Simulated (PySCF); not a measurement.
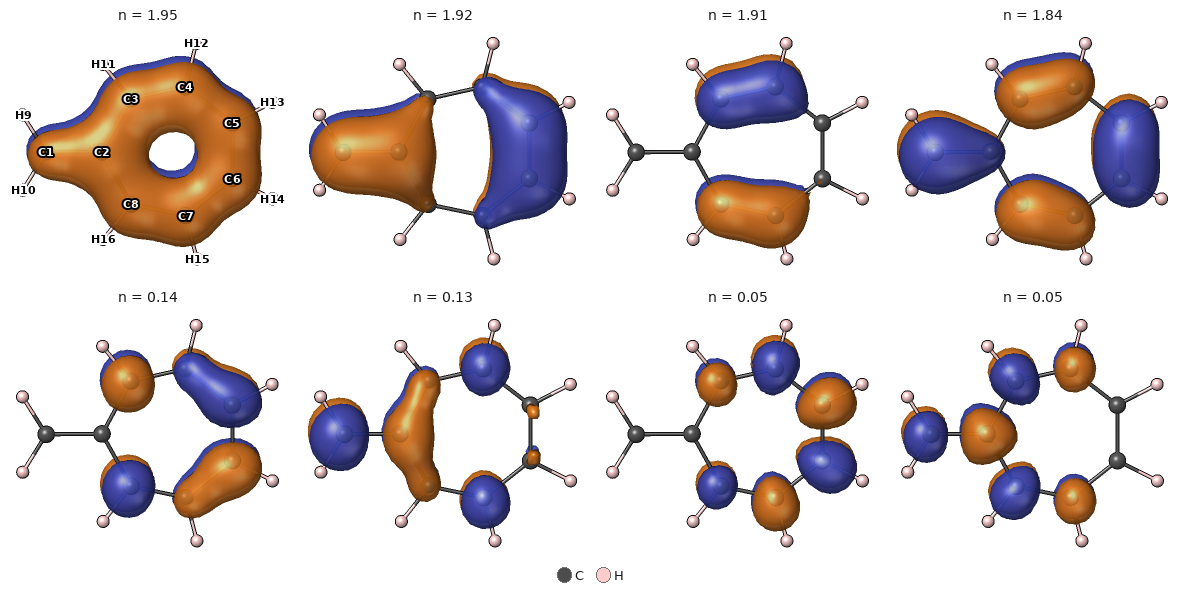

*C$_{8}$H$_{8}$, SMILES `C=C1C=CC=CC=C1`. Natural orbitals of the π active space, CASSCF(8,8), singlet state, in order of falling occupation.*

PySCF calculation, 6-31G* basis, gas phase; geometry: GFN2-xTB. No frequency check shows the geometry to be a minimum.

### How multiconfigurational is the state?

The leading determinant weighs 0.82; the effective number of unpaired electrons, Σ n²(2−n)², is 0.29; the most occupied of the weakly occupied orbitals holds 0.14 e, as in an ordinary closed-shell π system. The active space lowers the energy by 3.03 eV against Hartree–Fock.

### Where does the lowest triplet lie relative to the singlet, at this geometry and within this active space?

2.06 eV above it by strongly contracted NEVPT2 (+2.22 eV by CASSCF); a small basis tends to put such gaps a few tenths of an eV too high. This is a vertical energy for π states alone; a state that uses lone pairs or σ orbitals may lie lower.

Cost of the run: 2.4 min on 1 thread of Arm Neoverse N1, with other jobs on the host, peak memory 0.4 GiB.
